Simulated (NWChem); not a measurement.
**One shape, several levels: SiHBr2O (SMILES O[Si](Br)Br)**

Wanted: a comparison of 3 runs (UHF/STO-3G, UHF/3-21G, UB3LYP/6-31G*) of SiHBr2O. 

Program for the calculation: NWChem 7.3.0.

## Step 1: The system as given

SiHBr2O: 5 atoms, total charge 0, spin state doublet. As SMILES, `O[Si](Br)Br`. The shape is that of a PBE0-D4/def2-TZVP optimisation. This is one conformer, not always the lowest.

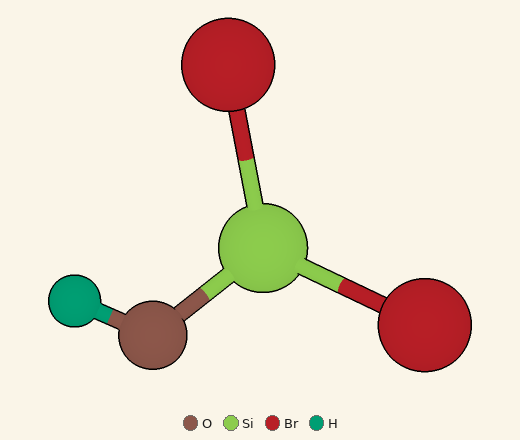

The structure, seen from a chosen angle (oxygen brown, silicon green, bromine red, hydrogen teal).

## Step 2: Energy and forces at UHF/STO-3G (run 1)

The input, br2hosi.xyz:

```xyz
5

O      0.023800     1.196500     0.292300
Si    -0.498100    -0.348200     0.181600
Br     0.491900    -1.470200     1.814100
Br     0.038200    -1.179900    -1.821700
H     -0.005900     1.728200    -0.507700
```

The input, br2hosi.nw:

```
start br2hosi
memory 2200 mb

geometry units angstroms noautosym nocenter noautoz
   load br2hosi.xyz
end

basis spherical bse
   O library STO-3G
   Si library STO-3G
   Br library STO-3G
   H library STO-3G
end

scf
   doublet
   uhf
   thresh 1e-08
   maxiter 80
   print medium
end

task scf gradient
```

The run is started by

```bash
nwchem br2hosi.nw > br2hosi.out
```

Log:

```text
[...]
  functions       =    51
[...]
  wavefunction    = UHF
[...]
         Total SCF energy =  -5449.433012380498
      One electron energy =  -8742.136863640590
      Two electron energy =   2734.477484139364
 Nuclear repulsion energy =    558.226367120729
                       Sz =      0.5000
                 Sz(Sz+1) =      0.7500
                      S^2 =      0.7555
[...]
                         UHF ENERGY GRADIENTS
    atom               coordinates                        gradient
                 x          y          z           x          y          z
   1 O       0.044975   2.261057   0.552367   -0.014549  -0.004821  -0.030633
   2 Si     -0.941273  -0.658003   0.343174    0.013706   0.016593   0.009456
   3 Br      0.929556  -2.778275   3.428152   -0.002188  -0.002080   0.000809
   4 Br      0.072188  -2.229688  -3.442514   -0.001471  -0.002290  -0.004021
   5 H      -0.011149   3.265824  -0.959414    0.004502  -0.007402   0.024389
[...]
```

Run time: 13 s. Hardware: 1 thread of AMD EPYC 7R43 (Zen 3), shared host; peak memory 0.098 GiB.

## Step 3: Energy and forces at UHF/3-21G (run 2)

The input, run.py:

```python
from ase import Atoms
from ase.calculators.nwchem import NWChem

mol = Atoms(['O', 'Si', 'Br', 'Br', 'H'], positions=[
    [0.023800, 1.196500, 0.292300],
    [-0.498100, -0.348200, 0.181600],
    [0.491900, -1.470200, 1.814100],
    [0.038200, -1.179900, -1.821700],
    [-0.005900, 1.728200, -0.507700],
])

calc = NWChem(
    label='nw',
    theory='scf',
    memory='2200 mb',
    basis='3-21G',
    basispar='spherical bse',
    scf={'nopen': '1', 'uhf': None, 'thresh': '1e-08', 'maxiter': '80'},
)
mol.calc = calc

forces = mol.get_forces()
print("Total energy (eV):", round(mol.get_potential_energy(), 6))
print("forces (eV/A):")
for s, f in zip(mol.symbols, forces):
    print(f"{s:2s} {f[0]:10.5f} {f[1]:10.5f} {f[2]:10.5f}")
```

The run is started by

```bash
export ASE_NWCHEM_COMMAND="nwchem PREFIX.nwi > PREFIX.nwo"
python run.py
```

Log:

```text
Total energy (eV): -149188.984651
forces (eV/A):
O     0.17555    0.93120   -0.38726
Si   -1.38773   -0.23001    0.62221
Br    0.64761   -0.83571    1.23074
Br    0.35029   -0.60601   -1.53531
H     0.21428    0.74053    0.06957
```

The calculator wrote nw.nwi:

```
title "nw"

permanent_dir nw

scratch_dir nw

start nw

geometry units angstrom nocenter noautosym noautoz
  O  2.3800000000000002e-02 1.1964999999999999e+00 2.9230000000000000e-01
  Si -4.9809999999999999e-01 -3.4820000000000001e-01 1.8160000000000001e-01
  Br 4.9190000000000000e-01 -1.4702000000000000e+00 1.8141000000000000e+00
  Br 3.8199999999999998e-02 -1.1798999999999999e+00 -1.8217000000000001e+00
  H  -5.8999999999999999e-03 1.7282000000000000e+00 -5.0770000000000004e-01
end

memory 2200 mb

basis spherical bse noprint
   * library 3-21G
end

scf
  nopen 1
  uhf
  thresh 1e-08
  maxiter 80
end

task scf gradient
```

nw.nwo:

```text
Northwest Computational Chemistry Package (NWChem) 7.3.0
             --------------------------------------------------------

           Job information
           ---------------

    nwchem branch   = 7.3.0
    use scalapack   = T
    input           = nw.nwi
    prefix          = nw.
    data base       = nw/nw.db
    status          = startup
    nproc           =        1

           Memory information
           ------------------

[... 5 lines left out ...]
    hardfail = no
[... 118 lines left out ...]
 1-e energy   =   -8757.275994
[... 9 lines left out ...]
 Convergence threshold     :          1.000E-08
[... 16 lines left out ...]
      One electron energy =  -8757.269651768253
[... 9 lines left out ...]
          Final alpha eigenvalues
[... 303 lines left out ...]
                     UHF Final Beta Molecular Orbital Analysis
[... 259 lines left out ...]
                 ----------------------------------------
                 |  Time  |  1-e(secs)   |  2-e(secs)   |
                 ----------------------------------------
                 |  CPU   |       0.01   |       2.34   |
                 ----------------------------------------
                 |  WALL  |       0.01   |       2.34   |
                 ----------------------------------------

 Task  times  cpu:       11.6s     wall:       11.6s
 Total times  cpu:       11.6s     wall:       11.6s
```

It took 14 s on 1 thread of AMD EPYC 7R43 (Zen 3), shared host; peak memory 0.098 GiB.

## Step 4: Energy and forces at UB3LYP/6-31G(d) (Cartesian functions) (run 3)

The input, mymol.nw:

```
start mymol
memory stack 880 mb heap 220 mb global 1100 mb
charge 0
geometry noautosym nocenter noautoz
 O        0.023800       1.196500       0.292300
 Si      -0.498100      -0.348200       0.181600
 Br       0.491900      -1.470200       1.814100
 Br       0.038200      -1.179900      -1.821700
 H       -0.005900       1.728200      -0.507700
end
basis
 * library 6-31G*
end
dft
 xc b3lyp
 mult 2
 grid fine
 convergence energy 1e-08
 iterations 100
 mulliken
end
task dft gradient
```

The run is started by

```bash
nwchem mymol.nw > mymol.out
```

Log:

```text
[...]
          Wavefunction type:  spin polarized.
          No. of atoms     :     5
          No. of electrons :    93
[...]
          Charge           :     0
          Spin multiplicity:     2
[...]
          AO basis - number of functions:   106
[...]
              XC Information
              --------------
                         B3LYP Method XC Potential
                     Hartree-Fock (Exact) Exchange  0.200
                        Slater Exchange Functional  0.800 local
                    Becke 1988 Exchange Functional  0.720 non-local
              Lee-Yang-Parr Correlation Functional  0.810
                  VWN I RPA Correlation Functional  0.190 local
[...]
 d= 0,ls=0.0,diis     1  -5513.0730082423 -6.07D+03  8.94D-03  7.78D-01     7.0
[...]
 d= 0,ls=0.0,diis    11  -5513.1689259383 -6.21D-09  2.75D-07  2.75D-10    53.4
[...]
         Total DFT energy =    -5513.168925938319
      One electron energy =    -8782.231749796298
           Coulomb energy =     2923.411962069566
    Exchange-Corr. energy =     -212.575505332316
 Nuclear repulsion energy =      558.226367120728
[...]
      <S2> =      0.7520 (Exact =     0.7500)
[...]
  wavefunction    = open shell
                         DFT ENERGY GRADIENTS
    atom               coordinates                        gradient
                 x          y          z           x          y          z
   1 O       0.044975   2.261057   0.552367   -0.004355  -0.008569  -0.007902
   2 Si     -0.941273  -0.658003   0.343174    0.010294   0.005040  -0.000875
   3 Br      0.929556  -2.778275   3.428152   -0.004103   0.005079  -0.007760
   4 Br      0.072188  -2.229688  -3.442514   -0.002029   0.003956   0.009499
   5 H      -0.011149   3.265824  -0.959414    0.000194  -0.005505   0.007037
[...]
```

Run time: 75 s. Hardware: 1 thread of AMD EPYC 7R43 (Zen 3), shared host; peak memory 0.12 GiB.

## Step 5: Overview of the runs

| run | level | Cartesian functions | iteration cap | energy (Eh) | dipole moment (D) | HOMO energy (eV) | LUMO energy (eV) | wall time |
| --- | --- | --- | --- | --- | --- | --- | --- | --- |
| 1 | UHF/STO-3G | no | 80 | -5449.433012 | 2.84 | -6.60 | 3.89 | 13 s |
| 2 | UHF/3-21G | no | 80 | -5482.594107 | 2.83 | -9.41 | 0.00 | 14 s |
| 3 | UB3LYP/6-31G* (Cartesian functions) | yes | 100 | -5513.168926 | 2.05 | -6.33 | -3.57 | 75 s |

## Step 6: Results

| quantity | value |
| --- | --- |
| run 3: total energy | -5513.16893 Eh |
| run 3: dipole moment | 2.05 D |
| run 3: HOMO energy (highest over α and β) | -6.33 eV |
| run 3: LUMO energy (lowest over α and β) | -3.57 eV |
| run 3: ⟨S²⟩ | 0.752 |
| run 3: largest force on an atom | 0.640 eV/Å |

What this shows: The dipole moment (its size) runs from 2.05 D (UB3LYP/6-31G*) to 2.84 D (UHF/STO-3G). The two ends differ in method and basis. In run 1 the basis is minimal, so the values are rough. All runs together took 1.7 min, the longest 75 s.
